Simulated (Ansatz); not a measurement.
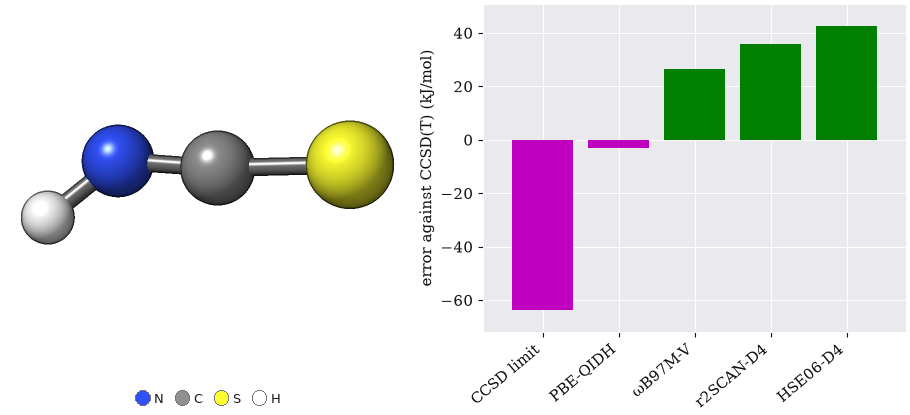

Error in the electronic atomisation energy (method less reference, so positive means overbinding) of CHNS, SMILES N=C=S: functionals in def2-TZVPP against frozen-core CCSD(T) at the limit (scheme: direct), which gives 1583.0 kJ/mol, at a PBE0-D4/def2-TZVP geometry (a minimum by its frequencies), no zero-point or spin-orbit term, the Ansatz code. The reference leaves out core correlation, a term that grows with the number of heavy atoms. PBE-QIDH holds a correlation term that converges slowly with the basis, so part of the distance to the limit is basis error. No dispersion term is added to PBE-QIDH. Limit means the basis limit.

### What range do the values span?

From −63.5 kJ/mol (CCSD limit) to 42.4 kJ/mol (HSE06-D4).

### Give the values.

```csv
level,kJ/mol
CCSD limit,−63.5
PBE-QIDH,−2.9
ωB97M-V,26.4
r2SCAN-D4,35.9
HSE06-D4,42.4
```
